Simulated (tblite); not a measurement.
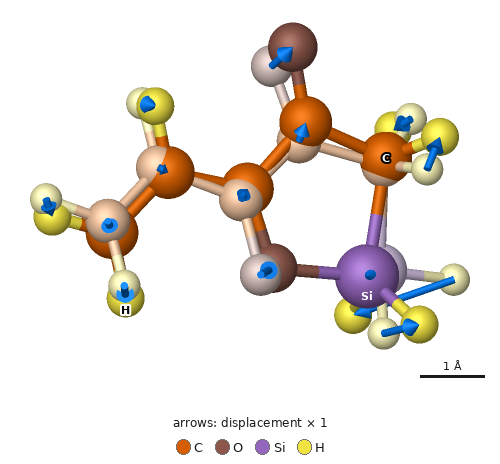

This is a relaxation of C5H7O2Si (multiplicity 2). The starting structure is drawn faded, the final one solid; blue arrows show the displacements, at their true length. The two geometries are superimposed by the best rigid fit.

A ball-and-stick model, seen at a tilt.

Computed with GFN2-xTB geometry optimisation, gas phase (tblite). 

Question: Which element moves most?

Answer: Hydrogen: up to 1.72 Å, against 0.81 Å for silicon.

Question: What happened in the run?

Answer: An H atom moves most after the best rigid fit: 1.72 Å. By element the largest moves are H 1.72 Å, Si 0.81 Å, O 0.76 Å, C 0.36 Å. Among the contacts that change: O–Si 2.909 → 1.662 Å, C–Si 3.149 → 2.543 Å, C–O 1.267 → 1.343 Å, C–C 1.468 → 1.409 Å. New bonds form: O–Si (2.91 → 1.66 Å). Bond angles that change, for instance: C–C–C 124.5° → 111.4°, C–C–O 114.6° → 124.6°, Si–C–H 106.2° → 115.1°. Groups turn about C–C by about 40°, C–Si by about 35°. Over 105 geometry steps the energy falls by 77.2 kcal/mol. Cost: 0.49 s on 1 thread of AMD EPYC 9B45, on a shared host.
